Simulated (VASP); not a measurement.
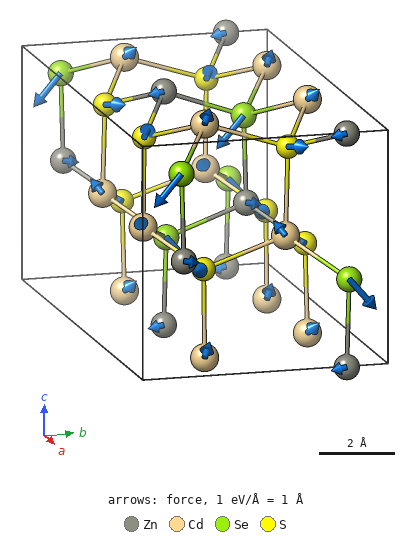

Starting geometry of solid ZnCd2SeS2 (a generated structure, set up in Cmc2_1) with the computed forces as blue arrows. The picture is a ball-and-stick view of the conventional cell (2 times the calculation's cell), seen slightly off an axis. Lengths and directions refer to the drawn axes.

The run lets cell and atoms move.

Theory: Kohn-Sham DFT of a periodic cell, PBE, VASP PAW PBE potentials, recommended (VASP).

Input file:
```
  PREC = Normal
  ENCUT = 520
  EDIFF = 1E-4
  ISMEAR = 0
  SIGMA = 0.15
  LREAL = Auto
  LASPH = True
  NELM = 60
  ALGO = Fast
  ISIF = 3
  LWAVE = False
  LCHARG = False
  GGA = PE
  IBRION = 2
  NSW = 24
  EDIFFG = -0.08
```

Run as
```bash
cat potpaw_PBE.64/Zn/POTCAR potpaw_PBE.64/Cd/POTCAR potpaw_PBE.64/Se/POTCAR potpaw_PBE.64/S/POTCAR > POTCAR
mpirun -np 1 vasp_std > vasp.out
```

> What follows when this structure is relaxed?

It isn't relaxed: the largest force vector, on Se atoms, is 1.18 eV/Å. The atoms end up moving mostly along the starting forces (cosine between the two patterns 0.99). The largest moves relative to the cell, 0.086 Å, are those of Se atoms. By element the largest moves are Se 0.086 Å, S 0.061 Å, Zn 0.039 Å, Cd 0.034 Å. Cell: a 11.870 → 12.410 Å (+4.6 %), b 6.850 → 7.197 Å (+5.1 %), c 6.460 → 6.758 Å (+4.6 %). Volume +14.9 %. Among the contacts that change: Cd–Se 2.476 → 2.672 Å, Cd–S 2.432 → 2.567 Å, Se–Zn 2.375 → 2.498 Å, Cd–S 2.469 → 2.581 Å. Among the angles between lasting bonds that change: Cd–Se–Cd 107.3° → 103.8°, Zn–Se–Zn 111.5° → 114.7°. The space group stays Cmc2_1 (No. 36). Over 7 geometry steps the energy falls by 1.408 eV per cell of the calculation. The largest force component goes from 0.9 to 0.055 eV/Å. The pressure goes from 11.07 to 0.08 GPa. The volume changes by over a tenth within one run on a fixed set of plane waves, so the end point should be relaxed again from the new cell.
